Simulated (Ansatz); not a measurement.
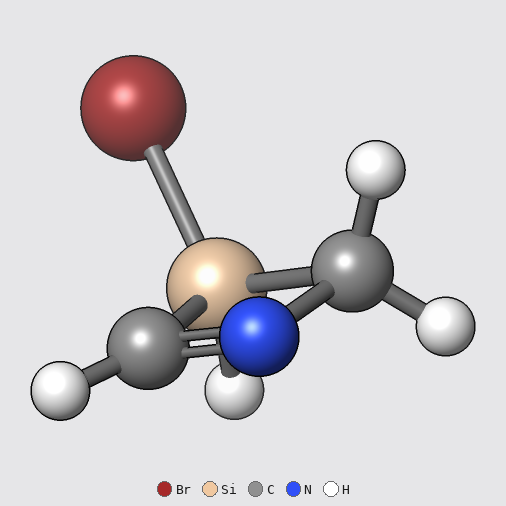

A ball-and-stick model of a molecule. Double and triple bonds are drawn as two and three sticks.

Identify the structure.

It has 9 atoms: 2 carbon, 4 hydrogen, 1 bromine, 1 nitrogen and 1 silicon (C₂H₄BrNSi). As SMILES it reads `Br[Si@@H]1C=NC1`. Independent rings (smallest set): 1 of 4 members. Among its groups: imine, Si–H bond. This geometry has C1 symmetry. Coordination, clear cases only: 1 N bent.

The parts below concern this one geometry. Atoms keep their numbers from picture to picture. The geometry was computed by an optimisation with PBE0-D4/def2-TZVP. No frequency run is at hand to confirm it as a minimum.

**Geometry**

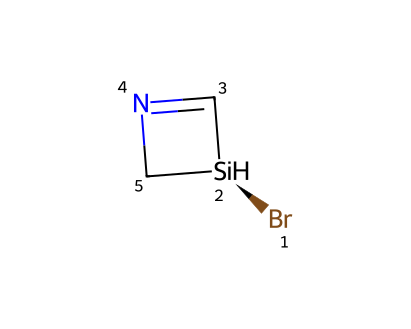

A structural formula, with wedges where it has stereocentres; small numbers name the atoms. The configuration is that of a computed structure (PBE0-D4/def2-TZVP).

> Assign CIP descriptors.

Si2: S.

**Levels of theory compared**

No frequency run is at hand to confirm it as a minimum. Program: Ansatz 0.2.0.

At this fixed geometry, give HOMO energy (eV), HOMO–LUMO gap (eV) at these levels: B3LYP-D4/def2-TZVPP; PBE-D4/def2-TZVPP; PBE0-D4/def2-TZVPP; r2SCAN-D4/def2-TZVPP; ωB97M-V/def2-TZVPP; ωB97X-V/def2-TZVPP.

| level | HOMO energy (eV) | HOMO–LUMO gap (eV) |
| --- | --- | --- |
| B3LYP-D4/def2-TZVPP | −6.92 | 5.43 |
| PBE-D4/def2-TZVPP | −5.83 | 3.47 |
| PBE0-D4/def2-TZVPP | −7.14 | 5.87 |
| r2SCAN-D4/def2-TZVPP | −6.07 | 3.90 |
| ωB97M-V/def2-TZVPP | −9.37 | 10.29 |
| ωB97X-V/def2-TZVPP | −9.47 | 10.51 |

**Dipole moment**

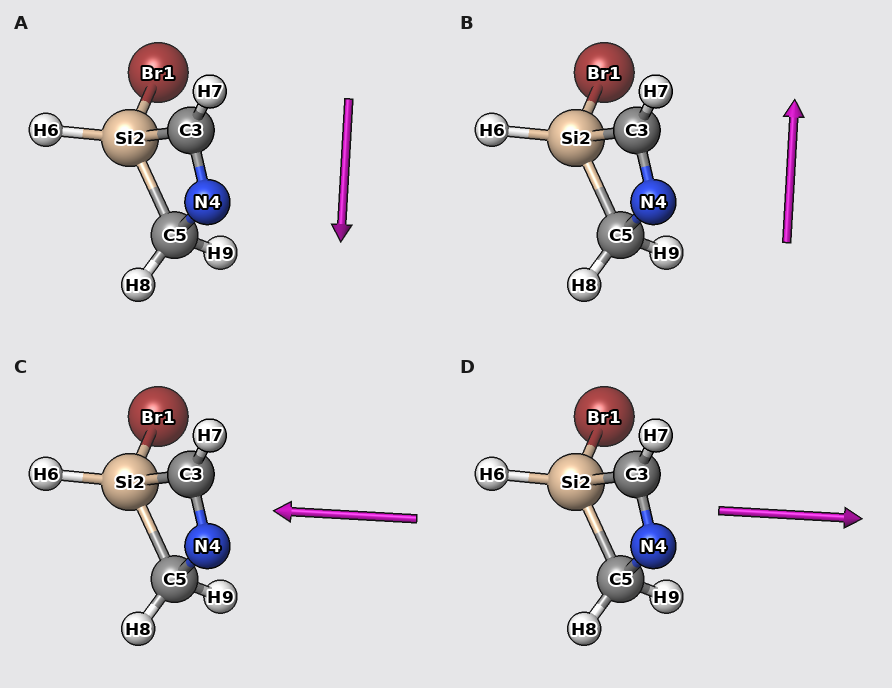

The same molecule four times, each with an arrow. No frequency run is at hand to confirm it as a minimum. Level of theory: RKS ωB97M-V/def2-TZVPP (Ansatz 0.2.0).

> Which arrow points along the dipole moment, from the negative to the positive end?

C. The dipole moment is 0.88 D; it points from the side of H9 to the side of H6 (the outermost atoms at the two ends).

**Charges**

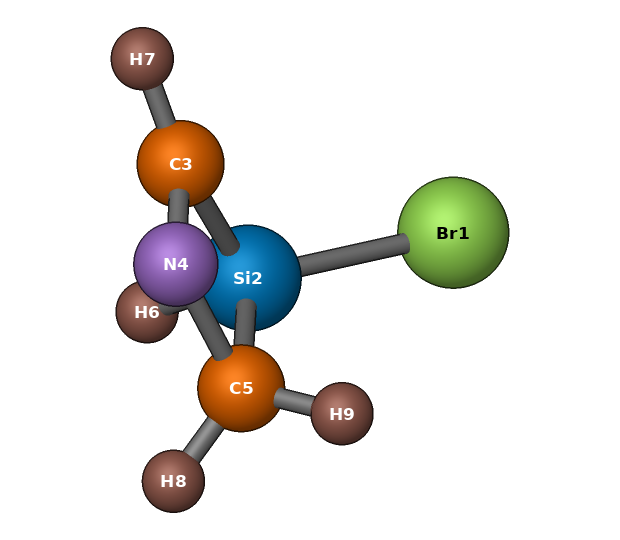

The questions are on Mulliken charges. No frequency run is at hand to confirm it as a minimum. Method: RKS B3LYP-D4/def2-TZVPP (Ansatz 0.2.0).

List the Mulliken charges.

```json
{"atom": "Br1", "value (e)": "−0.22"}
{"atom": "Si2", "value (e)": "0.40"}
{"atom": "C3", "value (e)": "−0.12"}
{"atom": "N4", "value (e)": "−0.16"}
{"atom": "C5", "value (e)": "−0.15"}
{"atom": "H6", "value (e)": "−0.06"}
{"atom": "H7", "value (e)": "0.11"}
{"atom": "H8", "value (e)": "0.10"}
{"atom": "H9", "value (e)": "0.11"}
```

Mulliken values depend strongly on the basis set and can even reverse the polarity of a bond.
